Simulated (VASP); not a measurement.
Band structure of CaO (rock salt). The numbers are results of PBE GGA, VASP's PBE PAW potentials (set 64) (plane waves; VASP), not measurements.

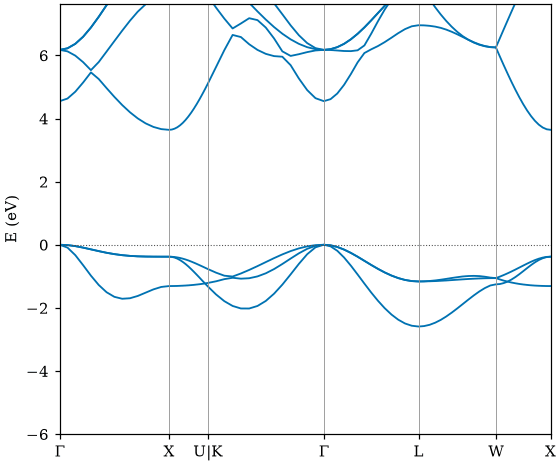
Figure: Bands along high-symmetry lines, zero at the valence-band maximum or, without a gap, the Fermi level

Read the plot: is there a gap, and where are the band edges?

The gap is indirect, 3.64 eV, from the valence maximum at Γ to the conduction minimum at X. (Edges off the drawn lines would not show.)

The compound is CaO in the rock salt structure. It was relaxed first.
